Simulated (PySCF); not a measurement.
# C₅H₉NO: NMR shifts at several levels of theory

How much do the NMR shifts of C₅H₉NO (`CC(C)(C)N=C=O`) depend on the level of theory, and what does each level cost?

Programs: PySCF 2.14.0, with density-fitted response routines of our own. Each step states its level of theory. These are calculated values for one molecule in the gas phase, unless marked as measured. Atoms are numbered from 0 throughout.

### 1 Starting geometry

16 atoms, charge 0, multiplicity 1; geometry from: GFN2-xTB.

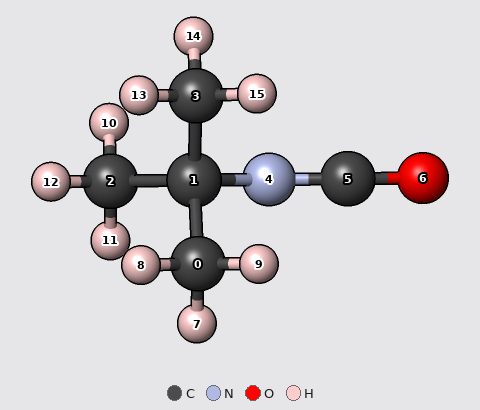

The starting geometry (carbon dark grey, nitrogen light blue, oxygen red, hydrogen pink), atoms numbered; sticks join atoms by distance.

### 2 Relaxing the molecule at PBE0-D3(BJ)/def2-SVP

What the job is given:

```
{"job": {"xc": "PBE0", "basis": "def2-SVP", "d3": "d3bj", "grid": 1, "kind": "geom"}, "charge": 0, "multiplicity": 1}
C      0.011610    -1.139010     1.504580
C     -0.686960    -0.304800     0.424780
C     -1.810150    -1.108830    -0.231620
C     -1.235080     0.993070     1.024510
N      0.250130     0.009950    -0.608990
C      1.273420     0.545100    -0.877630
O      2.237510     1.004000    -1.332700
H      0.404540    -2.058880     1.078060
H     -0.694380    -1.391480     2.291420
H      0.836570    -0.579510     1.940250
H     -2.283420    -0.522930    -1.013560
H     -1.409670    -2.017210    -0.677100
H     -2.559160    -1.378990     0.507300
H     -1.955200     0.764760     1.805900
H     -1.726920     1.586320     0.257290
H     -0.427740     1.582700     1.453400
```

The program printed:

```text
step   0  E = -325.33196641  max force = 0.024726
step   1  E = -325.33435570  max force = 0.005381
step   2  E = -325.33442496  max force = 0.001344
step   3  E = -325.33444324  max force = 0.001012
step   4  E = -325.33445192  max force = 0.001288
step   5  E = -325.33446529  max force = 0.001230
step   6  E = -325.33447060  max force = 0.000623
step   7  E = -325.33447431  max force = 0.000578
step   8  E = -325.33447787  max force = 0.001726
step   9  E = -325.33448996  max force = 0.002804
step  10  E = -325.33452526  max force = 0.002703
step  11  E = -325.33455670  max force = 0.001012
step  12  E = -325.33456414  max force = 0.000171
optimisation converged
```

Run time: 56 s. Hardware: 8 threads of Arm Neoverse V2, shared host.

The steps of the relaxation:

```csv
step,energy from step 0 (eV),largest force component (eV/Å)
0,0.0000,1.2715
1,-0.0650,0.2767
2,-0.0669,0.0691
3,-0.0674,0.0520
4,-0.0676,0.0662
5,-0.0680,0.0632
6,-0.0681,0.0320
7,-0.0682,0.0297
8,-0.0683,0.0888
9,-0.0687,0.1442
10,-0.0696,0.1390
11,-0.0705,0.0520
12,-0.0707,0.0088
```

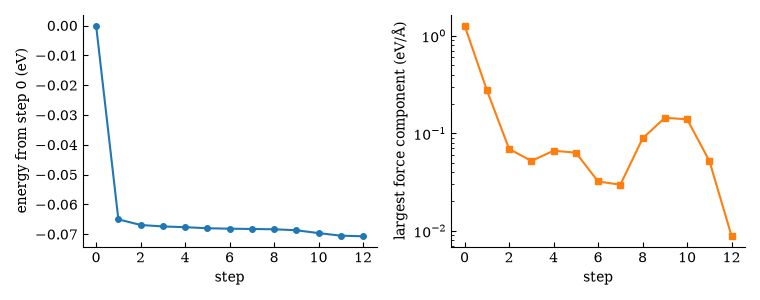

Energy and force, step by step.

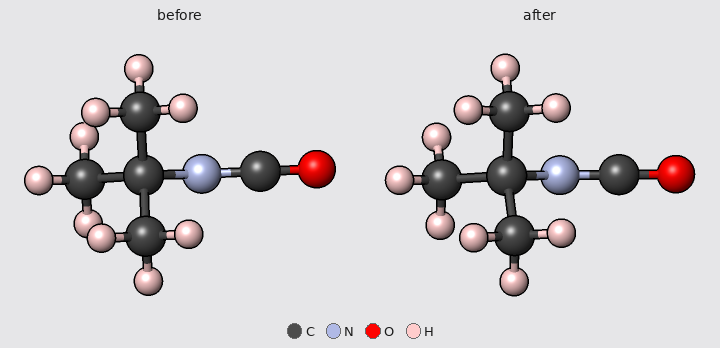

Before and after, at one scale.

Distances of close pairs at the start and the end, largest changes first:

```csv
bond,before (Å),after (Å),change (Å)
C1–N4,1.430,1.448,+0.018
C2–H10,1.086,1.100,+0.014
N4–C5,1.186,1.199,+0.014
C0–H8,1.087,1.100,+0.014
C3–H13,1.087,1.100,+0.014
C2–H12,1.086,1.100,+0.014
C0–H9,1.088,1.101,+0.013
C3–H15,1.088,1.101,+0.013
```

The final coordinates are the input of the step that follows.

```csv
at the end point,value
point group (found at 0.08 Å tolerance),Cs
"rotational constants (GHz, main isotopes)","4.576, 1.598, 1.594"
dipole moment (D),3.07
```

### 3 Nuclear shieldings: PBE0/pcSseg-2

What the job is given:

```
{"job": {"kind": "nmr", "xc": "PBE0", "basis": "pcSseg-2", "pop": false}, "charge": 0, "multiplicity": 1}
C      0.090460    -1.080201     1.475705
C     -0.702848    -0.310595     0.418367
C     -1.913135    -1.125627    -0.032880
C     -1.151384     1.045387     0.966233
N      0.136346    -0.094742    -0.741680
C      1.177218     0.384951    -1.095622
O      2.166687     0.818423    -1.551043
H      0.438370    -2.043244     1.074138
H     -0.537791    -1.278346     2.357173
H      0.968869    -0.502839     1.802129
H     -2.472320    -0.585642    -0.810736
H     -1.593439    -2.091835    -0.449496
H     -2.586249    -1.314638     0.816094
H     -1.816308     0.908606     1.832311
H     -1.695010     1.612690     0.196665
H     -0.284367     1.641911     1.288532
```

Level: GIAO PBE0/pcSseg-2 NMR shielding, non-relativistic, gas phase.

The program printed:

```text
coarse grid: 13160 points
cycle   1  E = -325.5591313070  dE =  8.755e-01  |g| = 7.684e-01  |ddm| = 2.660e+00
cycle   2  E = -325.2867084294  dE =  2.724e-01  |g| = 1.447e+00  |ddm| = 1.129e+00
cycle   3  E = -325.6553482560  dE = -3.686e-01  |g| = 3.153e-01  |ddm| = 7.857e-01
cycle   4  E = -325.6755488418  dE = -2.020e-02  |g| = 8.861e-02  |ddm| = 2.070e-01
cycle   5  E = -325.6769530108  dE = -1.404e-03  |g| = 3.120e-02  |ddm| = 6.680e-02
cycle   6  E = -325.6771552777  dE = -2.023e-04  |g| = 4.549e-03  |ddm| = 1.996e-02
cycle   7  E = -325.6771594638  dE = -4.186e-06  |g| = 1.197e-03  |ddm| = 4.397e-03
final grid: 126592 points
cycle   8  E = -325.6808178586  dE = -9.705e-05  |g| = 1.238e-02  |ddm| = 7.150e-02
cycle   9  E = -325.6807207721  dE =  9.709e-05  |g| = 2.519e-02  |ddm| = 1.900e-02
cycle  10  E = -325.6808468007  dE = -1.260e-04  |g| = 4.124e-03  |ddm| = 1.316e-02
cycle  11  E = -325.6808503622  dE = -3.561e-06  |g| = 4.078e-04  |ddm| = 2.445e-03
cycle  12  E = -325.6808503821  dE = -1.992e-08  |g| = 2.458e-04  |ddm| = 4.397e-04
cycle  13  E = -325.6808503933  dE = -1.116e-08  |g| = 5.701e-05  |ddm| = 1.728e-04
cycle  14  E = -325.6808503939  dE = -6.791e-10  |g| = 1.742e-05  |ddm| = 5.012e-05
converged SCF energy = -325.6808503939

GIAO shielding tensors (ppm)
atom      isotropic    diamagn.    paramagn.     s11        s22        s33       span
  0 C      148.838     244.019     -95.180    129.494    135.031    181.990     52.496
  1 C      127.664     240.680    -113.017    111.301    115.640    156.050     44.749
  2 C      151.424     241.181     -89.757    134.769    136.857    182.648     47.879
  3 C      148.896     243.967     -95.071    129.649    135.070    181.969     52.319
  4 N      194.944     333.869    -138.925    116.941    136.659    331.232    214.292
  5 C       57.276     268.294    -211.018    -54.220    -42.834    268.883    323.103
  6 O      192.284     395.930    -203.646     69.037    142.175    365.641    296.604
  7 H       29.743      30.531      -0.788     26.875     27.556     34.799      7.924
  8 H       30.058      29.820       0.238     26.554     27.628     35.993      9.439
  9 H       29.905      31.588      -1.684     26.878     28.078     34.758      7.880
 10 H       30.024      29.137       0.887     26.624     27.980     35.469      8.845
 11 H       30.023      29.138       0.884     26.620     27.992     35.455      8.835
 12 H       30.410      29.048       1.361     26.950     28.010     36.268      9.318
 13 H       30.069      29.850       0.219     26.563     27.640     36.005      9.442
 14 H       29.752      30.504      -0.752     26.853     27.564     34.838      7.984
 15 H       29.913      31.560      -1.647     26.857     28.097     34.785      7.928
```

Run time: 52 s. Hardware: 8 threads of Arm Neoverse V2, shared host.

Shifts follow as δ = σ(reference) − σ, with reference shieldings (ppm) from runs at the same level and on the same kind of geometry: ¹H TMS 31.25, ¹³C TMS 184.1, ¹⁵N NH3 261.7, ¹⁷O H2O 328.2. The references are single molecules in the gas phase, so shifts against H2O, NH3, PH3, H3PO4 or CFCl3 are not on the usual liquid scales and can be off by tens of ppm. Atoms listed in one row are averaged.

```csv
atoms,environment,σ (ppm),δ (ppm)
C5,central carbon of a heterocumulene,57.3,126.8
C1,fully substituted sp3 carbon bonded to N,127.7,56.5
"C0, C2, C3",methyl carbon,149.7,34.4
"H7, H8, H9, H10, H11 and 4 more",hydrogen on a methyl carbon,29.99,1.26
N4,heterocumulene nitrogen,194.9,66.7
O6,carbonyl oxygen,192.3,135.9
```

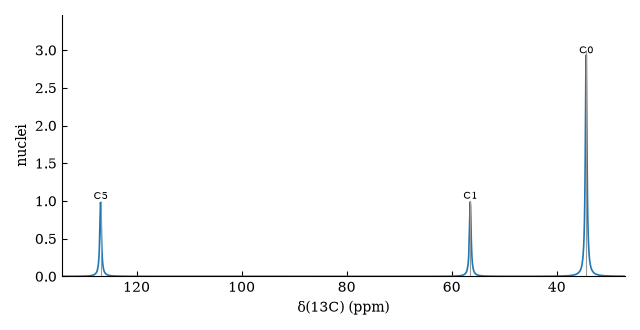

¹³C lines at the computed shifts, without couplings. Lines are broadened to a width of 0.37 ppm (Lorentzian).

### 4 Nuclear shieldings: PBE/pcSseg-2

Same as in step 3 but for these lines:

```diff
@@ -1,2 +1,2 @@
-{"job": {"kind": "nmr", "xc": "PBE0", "basis": "pcSseg-2", "pop": false}, "charge": 0, "multiplicity": 1}
+{"job": {"kind": "nmr", "xc": "PBE", "basis": "pcSseg-2", "pop": false}, "charge": 0, "multiplicity": 1}
 C      0.090460    -1.080201     1.475705
```

With the program's defaults for keys left out, this is: GIAO PBE/pcSseg-2 NMR shielding, non-relativistic, gas phase.

The program printed:

```text
coarse grid: 13160 points
cycle   1  E = -325.4718732132  dE =  7.268e-01  |g| = 9.354e-01  |ddm| = 2.686e+00
cycle   2  E = -324.6582207514  dE =  8.137e-01  |g| = 2.214e+00  |ddm| = 1.759e+00
cycle   3  E = -325.5364020618  dE = -8.782e-01  |g| = 7.268e-01  |ddm| = 1.416e+00
cycle   4  E = -325.6470837956  dE = -1.107e-01  |g| = 1.968e-01  |ddm| = 4.747e-01
cycle   5  E = -325.6535969921  dE = -6.513e-03  |g| = 9.047e-02  |ddm| = 1.703e-01
cycle   6  E = -325.6553071503  dE = -1.710e-03  |g| = 1.630e-02  |ddm| = 6.101e-02
cycle   7  E = -325.6553581622  dE = -5.101e-05  |g| = 5.781e-03  |ddm| = 1.650e-02
cycle   8  E = -325.6553660812  dE = -7.919e-06  |g| = 1.189e-03  |ddm| = 5.454e-03
final grid: 126592 points
cycle   9  E = -325.6631907674  dE = -1.266e-04  |g| = 2.028e-02  |ddm| = 9.937e-02
cycle  10  E = -325.6625036617  dE =  6.871e-04  |g| = 6.144e-02  |ddm| = 3.982e-02
cycle  11  E = -325.6632499335  dE = -7.463e-04  |g| = 1.096e-02  |ddm| = 3.272e-02
cycle  12  E = -325.6632759192  dE = -2.599e-05  |g| = 1.411e-03  |ddm| = 6.506e-03
cycle  13  E = -325.6632762144  dE = -2.953e-07  |g| = 6.118e-04  |ddm| = 1.143e-03
cycle  14  E = -325.6632762955  dE = -8.106e-08  |g| = 1.426e-04  |ddm| = 4.715e-04
cycle  15  E = -325.6632763000  dE = -4.513e-09  |g| = 4.945e-05  |ddm| = 1.544e-04
cycle  16  E = -325.6632763005  dE = -4.877e-10  |g| = 1.343e-05  |ddm| = 3.778e-05
converged SCF energy = -325.6632763005

GIAO shielding tensors (ppm)
atom      isotropic    diamagn.    paramagn.     s11        s22        s33       span
  0 C      143.504     243.997    -100.494    123.541    128.658    178.313     54.772
  1 C      120.203     240.582    -120.379    103.560    107.761    149.288     45.729
  2 C      146.331     240.981     -94.649    129.327    130.675    178.992     49.665
  3 C      143.575     243.927    -100.351    123.730    128.699    178.297     54.567
  4 N      189.417     332.212    -142.795    113.026    128.453    326.772    213.746
  5 C       58.036     267.128    -209.092    -51.972    -41.405    267.485    319.458
  6 O      186.572     396.353    -209.781     63.571    134.623    361.523    297.953
  7 H       29.679      30.570      -0.891     27.028     27.561     34.448      7.421
  8 H       29.941      29.988      -0.047     26.611     27.600     35.611      9.000
  9 H       29.820      31.466      -1.646     27.015     28.046     34.397      7.382
 10 H       29.978      29.203       0.775     26.802     27.984     35.147      8.346
 11 H       29.975      29.203       0.772     26.797     27.994     35.134      8.337
 12 H       30.320      29.235       1.086     27.047     28.011     35.902      8.855
 13 H       29.951      30.013      -0.062     26.618     27.612     35.623      9.005
 14 H       29.690      30.540      -0.850     27.009     27.572     34.490      7.481
 15 H       29.829      31.436      -1.606     26.997     28.065     34.426      7.430
```

It took 36 s on 8 threads of Arm Neoverse V2, shared host.

Key values: δ C5 121.4, C1 59.2, C0 34.9, N4 71.6, H7 1.27 ppm (means over like atoms).

(Part 1 of 2 ends here.)
